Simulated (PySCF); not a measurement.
```yaml
atoms:
  - { symbol: O, position_ang: [-1.0597, -1.2407, -1.3763] }
  - { symbol: C, position_ang: [-1.5101, -0.3387, -0.7368] }
  - { symbol: C, position_ang: [-0.6727, 0.7851, -0.1459] }
  - { symbol: F, position_ang: [-1.4810, 1.5828, 0.6236] }
  - { symbol: C, position_ang: [0.4809, 0.2668, 0.6993] }
  - { symbol: O, position_ang: [1.7820, 0.6924, 0.3759] }
  - { symbol: C, position_ang: [1.4995, -0.6264, 0.1458] }
  - { symbol: F, position_ang: [2.0825, -1.5138, 0.9787] }
  - { symbol: H, position_ang: [-2.5867, -0.2296, -0.5205] }
  - { symbol: H, position_ang: [-0.2815, 1.4130, -0.9599] }
  - { symbol: H, position_ang: [0.2628, 0.2087, 1.7621] }
  - { symbol: H, position_ang: [1.4854, -1.0002, -0.8720] }
```

Geometry: GFN2-xTB.

All numbers below come from PBE0/def2-SVPD, SCF density, gas phase (PySCF 2.14.0).

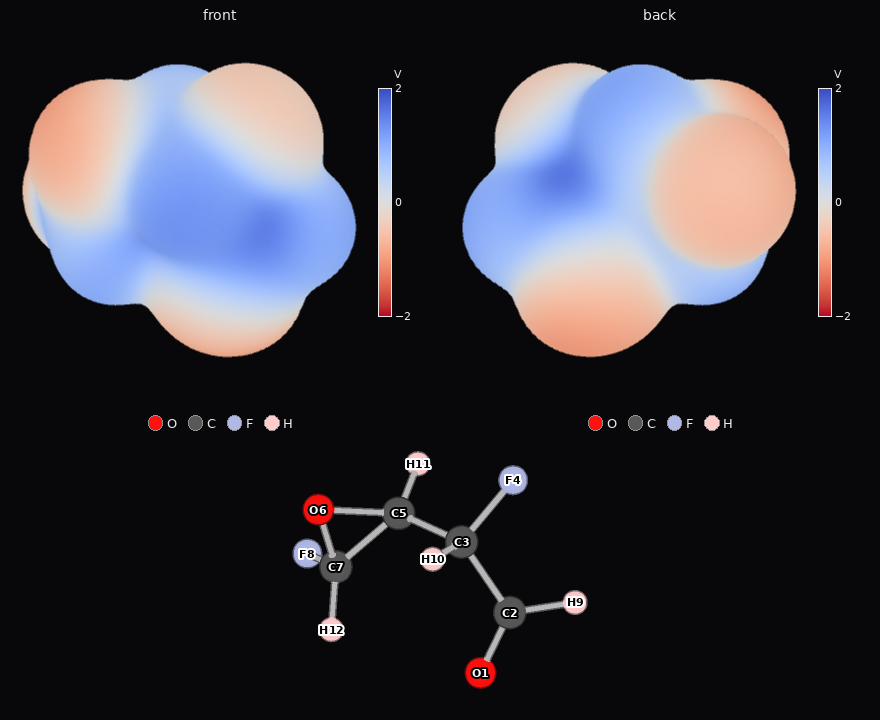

C₄H₄F₂O₂. The molecular electrostatic potential painted on the density surface at 0.001 e/bohr³, seen from the front and from behind; the colour scale runs from red (negative) to blue (positive). The bare structure is drawn below in the same view.

**Where is the surface potential most negative and most positive?**

The most negative region (about −0.9 V, or −21 kcal/mol for a unit charge) lies over O1, the most positive (about +1.5 V, or +35 kcal/mol for a unit charge) over the π face of C2, C3 and C5.

**What dipole moment does the calculation give?**

Its dipole moment is 1.80 D.
